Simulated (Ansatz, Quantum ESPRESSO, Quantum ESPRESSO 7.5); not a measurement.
# Ni(100), 5 layers against a metal electrode

Wanted: the capacitance of Ni(100), 5 layers by the effective screening medium.

Method: plane-wave DFT, PBE, GBRV ultrasoft pseudopotentials (geometry by Ansatz 0.2.0 with PAW datasets; geometry under PBE), in Quantum ESPRESSO 7.5.

Experimental background.

“Anisotropic work function of elemental crystals” (2019, arxiv:1902.07811) quotes from earlier work for Ni (clean (100) face): work function (clean (100) face) 5.17 eV.

## 1. The structure

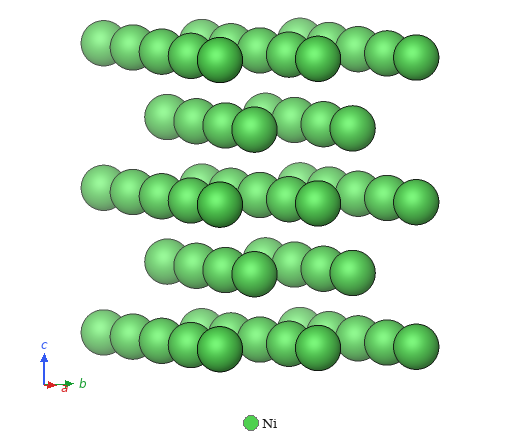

The cell as given, from the side, with the c axis up (nickel green). 4×2×1 cells are drawn. Some periodic images of atoms are drawn too.

The cell holds 5 atoms: 5 Ni. Its edges and angles: a = 2.489 Å, b = 2.489 Å, c = 22.040 Å, α = 90.0°, β = 90.0°, γ = 90.0°. It derives from Ni. Vacuum lies along c.

## 2. Geometry from Ansatz

A relaxation in Ansatz fixes the structure of this slab for the runs on it.

File input.yaml:

```yaml
crystal:
  lattice:
    - [2.4890158698, 0.0, 0.0]
    - [0.0, 2.4890158698, 0.0]
    - [0.0, 0.0, 22.04]
  atoms:
    - { symbol: Ni, position: [0.0, 0.0, 0.3402903811], spin: 0.7 }
    - { symbol: Ni, position: [0.5, 0.5, 0.4201451906], spin: 0.7 }
    - { symbol: Ni, position: [0.0, 0.0, 0.5], spin: 0.7 }
    - { symbol: Ni, position: [0.5, 0.5, 0.5798548094], spin: 0.7 }
    - { symbol: Ni, position: [0.0, 0.0, 0.6597096189], spin: 0.7 }
magnetization:
  spin_polarized: true
kpoints:
  mp_grid: { grid: [12, 12, 1] }
hamiltonian:
  xc: pbe
scf:
  occupations: { method: fermi_dirac, width: 0.1 }
  convergence: { dr2_threshold: 1.0e-08 }
efield:
  axis: 3
  dipole_correction: true
  ramp_position: 0.97
  ramp_width: 0.04
relax:
  f_tol: 0.01
  constraints: [{ sites: [0, 1, 2] }]
output:
  write_potential: true
  write_density: true
  volumetric_format: npy
```

Command:

```console
$ ansatz run input.yaml --threads 4 --pin off --max-ram 16384MiB --backend cpu --events-out ev --progress --plain --runs-dir out
```

Numbers of over 12 decimals in the logs are rounded to 6 here.

What it wrote:

```text
Engine: ansatz 0.2.0, aarch64-unknown-linux-gnu
Pseudopotentials: kind: paw
Pseudopotential: Ni, paw, valence charge 18, recommended cutoff 420 eV (normal), Ni.paw.azcp
Functional definition: PBE
  parameter kappa = 0.804
  parameter beta = 0.066725
  exchange = pbe_x(kappa = kappa, mu = beta*pi^2/3)
  correlation = pbe_c(beta = beta)
Crystal: 5 atoms, lattice volume = 136.542 Å³
Basis set: ecut = 420 eV, 2649 PW (Γ), exchange–correlation on 36×36×300 points (8 copies of the dense FFT grid, shifted against one another)
Bands: 57, of which v1, the nominal top of the filled ones, is band 45 counted from 1 (44 counted from 0)
Symmetry: 8 space group operations
k-points: 28 of 144
Non-local potential: Ni, projectors of the file, l = 0: 3, l = 1: 2, l = 2: 3, l = 3: 1
PAW form: soft (Blöchl's): semilocal exchange-correlation on the pseudo side does not see the compensation charge
PAW one-centre angular grid: Ni, 590 points (default); XC on 64 Gauss nodes
Initial density: superposition of atomic densities (neutral atoms: chi_scale 0, normalization atom)
Starting moments: Σ|m| = 3.5 μB on 5 of 5 sites
Initial wavefunctions: pseudopotential atomic-orbital guess
Functional: x = pbe(κ = 0.804, μ = 0.219515), c = pbe(β = 0.066725)
SCF iter   1: F=—  HF=-29192.231014 eV  |F-HF|=—  |Δ(HF+E_count)|=         —  Δρ=2.95e-2 (↑1.55e-2 ↓2.95e-2)  dr2=4.74e0  dr2_m=3.32e-1  M=3.758 μB ∫|m|=3.919 μB  β_m=1.00  ethr=3.10e-3  p=0.000 e·Å  D=3.36e-7 V/Å  ΔV_dip=-0.00 eV  dr2_dipole=6.65e-8  V_vac-E_F(+/−)=7.20/7.20 eV  ⟨swp⟩=9.9  Hψ=15486  notcnv=0  defer=55
Mixer restart at iter 1: flushing history
efield: sawtooth ramp at fractional position 0.9700 (set: `efield.ramp_position`, or a place that a band, a saddle search or an elastic batch's reference lends), width 0.0400; the density the first Hamiltonian is built on has a dipole p = 0.000 e·Å; the dipole correction subtracts the counter field D = 3.36e-7 V/Å, which shifts the + side's vacuum level by -0.00 eV against the − side's; the planar-averaged density in the ramp window peaks in size at 2.2e-5 e/Å³
preconditioner: auto → LDOS  [metal: Δε(μ)=0.002 eV  Ē_g=7.532 eV  σ=0.100 eV  W_gap=0.00  n_scr=28 (ndim 8)  ℏωp=22.5 eV  f_vac=0.538  D(μ)=10.28/eV (n_scr^D=128)]
spin=Collinear: LDOS preconditioning applied to the charge; magnetization (m = ρ↑ − ρ↓) channel mixes plain (no charge-response kernel on spin).
SCF iter   2: F=—  HF=-29192.886998 eV  |F-HF|=—  |Δ(HF+E_count)|=   6.56e-1  Δρ=1.38e-2 (↑1.38e-2 ↓1.04e-2)  dr2=7.76e-1  dr2_m=7.74e-3  M=3.699 μB ∫|m|=4.026 μB  β_m=0.32  ethr=3.10e-3  p=0.000 e·Å  D=2.15e-4 V/Å  ΔV_dip=-0.00 eV  dr2_dipole=3.63e-5  V_vac-E_F(+/−)=6.24/6.25 eV  ⟨swp⟩=2.4  Hψ=5352  notcnv=0  defer=165
density mixer auto → msr1: a metal under ldos (density of states about μ 4.01 of a free-electron gas's, 28 screened modes)
SCF iter   3: F=—  HF=-29194.713813 eV  |F-HF|=—  |Δ(HF+E_count)|=    1.83e0  Δρ=6.85e-3 (↑6.85e-3 ↓5.65e-3)  dr2=1.74e-1  dr2_m=4.73e-3  M=3.689 μB ∫|m|=4.052 μB  β_m=0.49  ethr=8.62e-4  p=0.000 e·Å  D=4.23e-4 V/Å  ΔV_dip=-0.01 eV  dr2_dipole=1.47e-4  V_vac-E_F(+/−)=5.77/5.78 eV  ⟨swp⟩=2.8  Hψ=5065  notcnv=0  defer=166
SCF iter   4: F=—  HF=-29196.519619 eV  |F-HF|=—  |Δ(HF+E_count)|=         —  Δρ=5.88e-3 (↑5.30e-3 ↓5.88e-3)  dr2=1.08e-1  dr2_m=2.57e-3  M=3.619 μB ∫|m|=4.049 μB  β_m=0.49  ethr=1.93e-4  p=0.000 e·Å  D=3.62e-4 V/Å  ΔV_dip=-0.01 eV  dr2_dipole=7.28e-5  V_vac-E_F(+/−)=5.24/5.25 eV  ⟨swp⟩=2.8  Hψ=6074  notcnv=0  defer=167
SCF iter   5: F=—  HF=-29196.889651 eV  |F-HF|=—  |Δ(HF+E_count)|=   3.70e-1  Δρ=4.92e-3 (↑1.75e-3 ↓4.92e-3)  dr2=3.88e-2  dr2_m=5.49e-3  M=3.513 μB ∫|m|=3.955 μB  β_m=0.75  ethr=1.20e-4  p=0.000 e·Å  D=2.57e-4 V/Å  ΔV_dip=-0.01 eV  dr2_dipole=1.67e-5  V_vac-E_F(+/−)=5.09/5.09 eV  ⟨swp⟩=2.3  Hψ=5116  notcnv=0  defer=172
SCF iter   6: F=—  HF=-29196.983944 eV  |F-HF|=—  |Δ(HF+E_count)|=   9.43e-2  Δρ=2.99e-3 (↑1.19e-3 ↓2.99e-3)  dr2=1.34e-2  dr2_m=1.64e-3  M=3.417 μB ∫|m|=3.865 μB  β_m=0.87  ethr=4.32e-5  p=0.000 e·Å  D=1.79e-5 V/Å  ΔV_dip=-0.00 eV  dr2_dipole=1.26e-6  V_vac-E_F(+/−)=4.97/4.97 eV  ⟨swp⟩=2.2  Hψ=5137  notcnv=0  defer=172
SCF iter   7: F=—  HF=-29196.983178 eV  |F-HF|=—  |Δ(HF+E_count)|=   7.67e-4  Δρ=1.01e-3 (↑8.91e-4 ↓1.01e-3)  dr2=2.69e-3  dr2_m=9.33e-5  M=3.413 μB ∫|m|=3.862 μB  β_m=0.75  ethr=1.49e-5  p=0.000 e·Å  D=1.08e-4 V/Å  ΔV_dip=-0.00 eV  dr2_dipole=2.49e-6  V_vac-E_F(+/−)=4.92/4.92 eV  ⟨swp⟩=2.6  Hψ=5966  notcnv=0  defer=172
SCF iter   8: F=—  HF=-29196.982632 eV  |F-HF|=—  |Δ(HF+E_count)|=   5.45e-4  Δρ=6.58e-4 (↑2.65e-4 ↓6.58e-4)  dr2=7.22e-4  dr2_m=6.79e-5  M=3.409 μB ∫|m|=3.858 μB  β_m=0.67  ethr=2.99e-6  p=-0.000 e·Å  D=-6.08e-5 V/Å  ΔV_dip=0.00 eV  dr2_dipole=2.05e-7  V_vac-E_F(+/−)=4.92/4.92 eV  ⟨swp⟩=2.3  Hψ=5494  notcnv=0  defer=169
SCF iter   9: F=—  HF=-29196.982518 eV  |F-HF|=—  |Δ(HF+E_count)|=   1.14e-4  Δρ=2.25e-4 (↑6.76e-5 ↓2.25e-4)  dr2=7.34e-5  dr2_m=1.53e-5  M=3.409 μB ∫|m|=3.859 μB  β_m=0.72  ethr=8.02e-7  p=0.000 e·Å  D=2.67e-6 V/Å  ΔV_dip=-0.00 eV  dr2_dipole=1.02e-8  V_vac-E_F(+/−)=4.91/4.91 eV  ⟨swp⟩=2.1  Hψ=4557  notcnv=0  defer=169
SCF iter  10: F=—  HF=-29196.982527 eV  |F-HF|=—  |Δ(HF+E_count)|=   8.79e-6  Δρ=8.82e-5 (↑6.86e-5 ↓8.82e-5)  dr2=1.67e-5  dr2_m=6.95e-7  M=3.408 μB ∫|m|=3.858 μB  β_m=0.65  ethr=8.15e-8  p=-0.000 e·Å  D=-1.76e-5 V/Å  ΔV_dip=0.00 eV  dr2_dipole=2.94e-8  V_vac-E_F(+/−)=4.91/4.91 eV  ⟨swp⟩=2.0  Hψ=4705  notcnv=0  defer=169
SCF iter  11: F=—  HF=-29196.982524 eV  |F-HF|=—  |Δ(HF+E_count)|=   3.23e-6  Δρ=3.87e-5 (↑3.23e-5 ↓3.87e-5)  dr2=3.41e-6  dr2_m=1.69e-7  M=3.408 μB ∫|m|=3.859 μB  β_m=0.51  ethr=1.85e-8  p=0.000 e·Å  D=1.97e-5 V/Å  ΔV_dip=-0.00 eV  dr2_dipole=8.13e-8  V_vac-E_F(+/−)=4.90/4.91 eV  ⟨swp⟩=2.1  Hψ=4860  notcnv=0  defer=169
SCF iter  12: F=—  HF=-29196.982522 eV  |F-HF|=—  |Δ(HF+E_count)|=   1.29e-6  Δρ=1.12e-5 (↑6.57e-6 ↓1.12e-5)  dr2=1.38e-7  dr2_m=5.30e-8  M=3.408 μB ∫|m|=3.859 μB  β_m=0.67  ethr=3.79e-9  p=-0.000 e·Å  D=-3.74e-8 V/Å  ΔV_dip=0.00 eV  dr2_dipole=1.78e-9  V_vac-E_F(+/−)=4.90/4.90 eV  ⟨swp⟩=2.8  Hψ=6158  notcnv=0  defer=169
SCF iter  13: F=—  HF=-29196.982523 eV  |F-HF|=—  |Δ(HF+E_count)|=   3.91e-7  Δρ=5.88e-6 (↑2.42e-6 ↓5.88e-6)  dr2=4.54e-8  dr2_m=1.08e-8  M=3.408 μB ∫|m|=3.859 μB  β_m=0.83  ethr=1.53e-10  p=0.000 e·Å  D=7.46e-7 V/Å  ΔV_dip=-0.00 eV  dr2_dipole=3.05e-10  V_vac-E_F(+/−)=4.90/4.90 eV  ⟨swp⟩=2.2  Hψ=4917  notcnv=0  defer=169
[...]
spin=Collinear: LDOS preconditioning applied to the charge; magnetization (m = ρ↑ − ρ↓) channel mixes plain (no charge-response kernel on spin).
SCF iter   2: F=—  HF=-29196.993292 eV  |F-HF|=—  |Δ(HF+E_count)|=   1.76e-5  Δρ=3.00e-5 (↑2.84e-5 ↓3.00e-5)  dr2=1.81e-5  dr2_m=1.59e-8  M=3.404 μB ∫|m|=3.854 μB  β_m=0.33  ethr=5.29e-8  p=0.000 e·Å  D=2.54e-5 V/Å  ΔV_dip=-0.00 eV  dr2_dipole=7.98e-6  V_vac-E_F(+/−)=4.91/4.91 eV  ⟨swp⟩=2.0  Hψ=4735  notcnv=0  defer=181
density mixer auto → msr1: a metal under ldos (density of states about μ 3.64 of a free-electron gas's, 28 screened modes)
SCF iter   3: F=—  HF=-29196.993292 eV  |F-HF|=—  |Δ(HF+E_count)|=   8.46e-7  Δρ=2.97e-5 (↑2.97e-5 ↓1.48e-5)  dr2=2.90e-6  dr2_m=2.58e-7  M=3.404 μB ∫|m|=3.854 μB  β_m=0.38  ethr=2.01e-8  p=0.000 e·Å  D=4.76e-6 V/Å  ΔV_dip=-0.00 eV  dr2_dipole=7.49e-7  V_vac-E_F(+/−)=4.91/4.91 eV  ⟨swp⟩=1.5  Hψ=3333  notcnv=0  defer=181
SCF iter   4: F=—  HF=-29196.993292 eV  |F-HF|=—  |Δ(HF+E_count)|=   2.07e-7  Δρ=1.72e-5 (↑1.72e-5 ↓1.24e-5)  dr2=9.52e-7  dr2_m=2.10e-7  M=3.404 μB ∫|m|=3.854 μB  β_m=0.46  ethr=3.22e-9  p=0.000 e·Å  D=2.74e-5 V/Å  ΔV_dip=-0.00 eV  dr2_dipole=2.55e-7  V_vac-E_F(+/−)=4.91/4.91 eV  ⟨swp⟩=1.9  Hψ=4229  notcnv=0  defer=181
SCF iter   5: F=—  HF=-29196.993292 eV  |F-HF|=—  |Δ(HF+E_count)|=   4.45e-7  Δρ=8.71e-6 (↑8.71e-6 ↓6.68e-6)  dr2=1.13e-7  dr2_m=5.92e-8  M=3.405 μB ∫|m|=3.854 μB  β_m=0.55  ethr=1.06e-9  p=0.000 e·Å  D=5.75e-5 V/Å  ΔV_dip=-0.00 eV  dr2_dipole=1.81e-8  V_vac-E_F(+/−)=4.90/4.91 eV  ⟨swp⟩=2.1  Hψ=4654  notcnv=0  defer=181
SCF iter   6: F=—  HF=-29196.993292 eV  |F-HF|=—  |Δ(HF+E_count)|=   1.52e-7  Δρ=5.67e-6 (↑4.41e-6 ↓5.67e-6)  dr2=4.78e-8  dr2_m=1.87e-8  M=3.405 μB ∫|m|=3.854 μB  β_m=0.57  ethr=1.26e-10  p=0.000 e·Å  D=7.10e-5 V/Å  ΔV_dip=-0.00 eV  dr2_dipole=7.27e-10  V_vac-E_F(+/−)=4.90/4.91 eV  ⟨swp⟩=2.0  Hψ=5019  notcnv=0  defer=181
SCF iter   7: F=—  HF=-29196.993292 eV  |F-HF|=—  |Δ(HF+E_count)|=   4.55e-8  Δρ=2.31e-6 (↑1.54e-6 ↓2.31e-6)  dr2=9.88e-8  dr2_m=1.68e-9  M=3.405 μB ∫|m|=3.854 μB  β_m=0.50  ethr=5.31e-11  p=0.000 e·Å  D=7.00e-5 V/Å  ΔV_dip=-0.00 eV  dr2_dipole=4.26e-8  V_vac-E_F(+/−)=4.90/4.91 eV  ⟨swp⟩=2.2  Hψ=4995  notcnv=0  defer=181
SCF iter   8: F=—  HF=-29196.993292 eV  |F-HF|=—  |Δ(HF+E_count)|=   4.35e-9  Δρ=1.13e-6 (↑1.13e-6 ↓5.96e-7)  dr2=1.07e-8  dr2_m=6.71e-10  M=3.405 μB ∫|m|=3.854 μB  β_m=0.55  ethr=5.31e-11  p=0.000 e·Å  D=7.01e-5 V/Å  ΔV_dip=-0.00 eV  dr2_dipole=4.54e-9  V_vac-E_F(+/−)=4.90/4.91 eV  ⟨swp⟩=1.3  Hψ=3223  notcnv=0  defer=181
SCF iter   9: F=—  HF=-29196.993292 eV  |F-HF|=—  |Δ(HF+E_count)|=   6.54e-9  Δρ=6.59e-7 (↑5.75e-7 ↓6.59e-7)  dr2=1.17e-9  dr2_m=3.49e-10  M=3.405 μB ∫|m|=3.854 μB  β_m=0.76  ethr=1.19e-11  p=0.000 e·Å  D=7.05e-5 V/Å  ΔV_dip=-0.00 eV  dr2_dipole=1.72e-10  V_vac-E_F(+/−)=4.90/4.91 eV  ⟨swp⟩=2.0  Hψ=4075  notcnv=0  defer=181
SCF iter  10: F=—  HF=-29196.993292 eV  |F-HF|=—  |Δ(HF+E_count)|=   2.83e-9  Δρ=3.22e-6 (↑8.42e-7 ↓3.22e-6)  dr2=6.41e-8  dr2_m=2.18e-9  M=3.405 μB ∫|m|=3.854 μB  β_m=0.54  ethr=1.29e-12  p=0.000 e·Å  D=7.19e-5 V/Å  ΔV_dip=-0.00 eV  dr2_dipole=2.74e-8  V_vac-E_F(+/−)=4.90/4.91 eV  ⟨swp⟩=2.7  Hψ=6231  notcnv=0  defer=181  recentre
SCF iter  11: F=—  HF=-29196.993292 eV  |F-HF|=—  |Δ(HF+E_count)|=  4.73e-10  Δρ=1.58e-6 (↑4.50e-7 ↓1.58e-6)  dr2=1.44e-8  dr2_m=4.32e-10  M=3.405 μB ∫|m|=3.854 μB  β_m=0.42  ethr=1.29e-12  p=0.000 e·Å  D=7.17e-5 V/Å  ΔV_dip=-0.00 eV  dr2_dipole=5.33e-9  V_vac-E_F(+/−)=4.90/4.91 eV  ⟨swp⟩=2.0  Hψ=5653  notcnv=0  defer=181
SCF iter  12: F=-29196.993292 eV  HF=-29196.993292 eV  |F-HF|=3.59e-9  |Δ(HF+E_count)|=  6.18e-11  Δρ=6.93e-7 (↑1.96e-7 ↓6.93e-7)  dr2=2.91e-9  dr2_m=8.89e-11  M=3.405 μB ∫|m|=3.854 μB  ethr=1.29e-12  p=0.000 e·Å  D=7.20e-5 V/Å  ΔV_dip=-0.00 eV  dr2_dipole=6.95e-10  V_vac-E_F(+/−)=4.90/4.91 eV  ⟨swp⟩=7.2  Hψ=16719  notcnv=0
SCF 4 converged in 12 iterations: F = -29196.993292 eV  dr2 = 2.91e-9
relax step   4: F+E_penalty+E_count = -29196.99329240 eV  Δ(F+E_penalty+E_count) = -1.872e-5 eV  max|allowed force component| = 3.629e-5 eV/Å  Δτ_max = 0.0017 Å  (12 SCF iters, accepted)
NSCF: frozen V_eff on 28 k-points
the band table was solved once a step of the walk had ended and its energy, with any forces and stress, was formed, with the checks that follow a solve (16578 applications of the Hamiltonian). They found nothing against the state; the energy, forces and stress were not computed again (output.eigenvalues in the input reference)
WARN: The output density's exchange-correlation potential varies sharply where the density is thin. Do not read a vacuum level from v_tot or v_xc, or from such a field of the output density. On a cell that repeats whose density bears no net charge and no dipole along the vacuum's axis use v_es (v_loc + v_h of the components); under efield.dipole_correction with no amplitude use v_es + v_field, which holds any externa [...]
SCF converged after 12 iterations
Magnetization: 3.4048 μB (46.7024 up, 43.2976 down)
Absolute magnetization: 3.8578 μB (∫|ρ↑−ρ↓|, with the PAW one-centre terms)
Spin contamination: 0.0465 ħ² per cell (⟨S²⟩ above its minimum at these occupations)
Per-site moments (μB) at R_I (Å): [(0.770841, 1.026719), (0.686362, 1.026719), (0.684948, 1.026719), (0.689401, 1.008456), (0.766496, 1.008456)]
Free energy (F): -29196.993292 eV
Harris-Foulkes:  -29196.993292 eV  (|F-HF|=3.59e-9)
Internal energy: -29196.702770 eV  (E = F + TS)
E sigma→0 (E₀):  -29196.848031 eV
Entropy (-TS):   -0.290523 eV (-58.105 meV/atom)
Fermi energy:    4.360748 eV
Dipole field:    D = 0.000115 V/Å  (p = 0.000087 e·Å, saw-weighted, corrected)
Work function:   Φ+ = 4.9033 eV   Φ− = 4.9059 eV
Levels:          The Fermi level and band energies are counted from a zero that moves with the ramp; work functions are not
--- Per-component energies (eV) ---
  E_band       = -2650.140855
  E_kinetic    = 1407.860959
  E_local      = -177982.844186  (includes V_loc(G=0)·N_el)
  E_nonlocal   = 3186.226776
  E_hartree    = 86958.946487
  E_xc         = -420.135077
  E_vxc        = -541.414038  (∫ρ·V_xc dr)
  E_paw        = -8155.079647  (= ΣΔE_a)
  E_vpaw       = -2637.859914  (= ΣTr[D̂ρ^β])
  E_aug_tail   = 0.002585  (compensation charges beyond the density's cutoff)
  E_efield     = 0.000000  (sawtooth field / dipole correction)
  E_vefield    = -0.002216  (∫n·V_field dr)
  E_ewald      = 65808.319334
  E_smearing   = -0.290523  (= −TS)
  E_closure    = -0.000000  (closes the sum)
  Σ components = -29196.993292   (vs F -29196.993292, Δ=0.00e0)
--- Forces (eV/Å), atoms counted from 1 ---
  atom   1  Ni     0.00000000     0.00000000     0.31780759
  atom   2  Ni     0.00000000     0.00000000    -0.35825120
  atom   3  Ni     0.00000000     0.00000000     0.04043763
  atom   4  Ni    -0.00000000     0.00000000     0.00003524
  atom   5  Ni    -0.00000000     0.00000000    -0.00003629
  max |Σ_I F_I| component: 7.03e-6 eV/Å
--- Band table (eV; the first three rows and the last of 56) ---
  k-point 0 ↑: bands = [... 41 lower, 3.2741, 3.5407, 3.5449, 3.5449, 3.7164, 3.7891, 3.8184, 3.8184, ... 8 higher]
  k-point 1 ↑: bands = [... 41 lower, 3.3085, 3.3858, 3.4154, 3.6389, 3.6549, 3.7252, 3.7598, 3.8372, ... 8 higher]
  k-point 2 ↑: bands = [... 41 lower, 3.2205, 3.2423, 3.2821, 3.5517, 3.6099, 3.7821, 3.8213, 4.2634, ... 8 higher]
  k-point 27 ↓: bands = [... 41 lower, 4.7430, 4.7995, 5.0053, 5.0425, 7.5677, 7.5677, 9.4734, 9.4734, ... 8 higher]
--- Relaxed structure (4 steps of the walk, 4 accepted, 0 SCFs on fresh bases) ---
  F+E_penalty+E_count = -29196.99329240 eV   max|allowed force component| = 3.629e-5 eV/Å
  atoms:
    - { symbol: Ni, position: [0.0, 0.0, 0.3402903811] }
    - { symbol: Ni, position: [0.5, 0.5, 0.4201451906] }
    - { symbol: Ni, position: [0.0, 0.0, 0.5] }
    - { symbol: Ni, position: [0.5, 0.5, 0.580590] }
    - { symbol: Ni, position: [0, 0.0, 0.657578] }
```

Elapsed: 60 s, on 4 threads of Arm Neoverse V2, shared host; peak memory 0.66 GiB.

Step by step:

```tsv
step	energy less that of the first step (eV)	largest force component (eV/Å)
1	0.0000	0.3679
2	-0.0063	0.2497
3	-0.0108	0.0167
4	-0.0108	0.0000
```

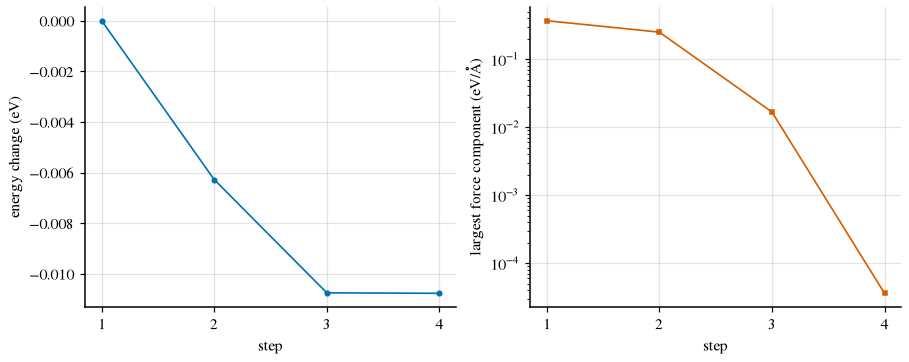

Energy and largest force along the relaxation.

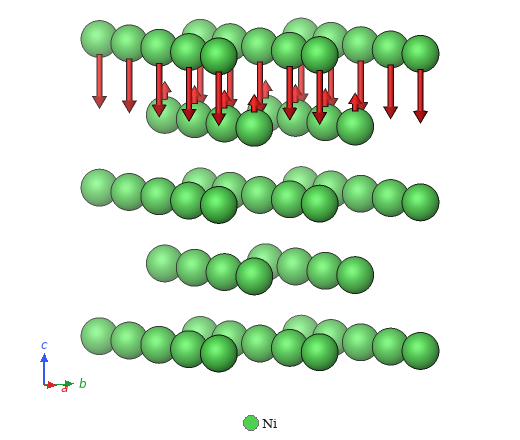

Displacements in the relaxation, exaggerated; the longest in the cell stands for 0.05 Å. 4×2×1 cells are drawn. Some periodic images of atoms are drawn too.

The atoms that moved most (Å):

```tsv
atom	dx	dy	dz	length
Ni5	0.000	0.000	-0.047	0.047
Ni4	0.000	0.000	0.016	0.016
```

The relaxation lowers the energy by 2 meV an atom. Held were the atoms numbered 1, 2 and 3; the forces quoted are those on the free ones.

This step gave:

```
free energy                     : -29196.9933 eV
energy at zero smearing         : -29196.8480 eV
smearing term TS                : 0.2905 eV
Fermi energy                    : 4.361 eV
magnetization                   : 3.405 μB
absolute magnetization          : 3.858 μB
site moments                    : 0.7708, 0.6864, 0.6849, 0.6894, 0.7665 μB
symmetry operations             : 8
work function of the upper face : 4.903 eV
work function of the lower face : 4.906 eV
dipole along the normal         : 8.67e-5 e·Å
```

(Part 1 of 7 ends here.)

[Logs are printed without paths, hosts, clocks, repeated set-up lines and the standing remarks that a program may print on its own settings, such as how far it seeks lower states.]

[Hosts, paths, dates, database ids (printed as entryN), source tags and the programs' standing remarks are cut or masked in the printed files.]

[Maps of the electrostatic potential energy from Ansatz leave out the sawtooth potential of an applied field or a dipole correction, so their vacuum need not be flat; planar profiles and work functions include it.]
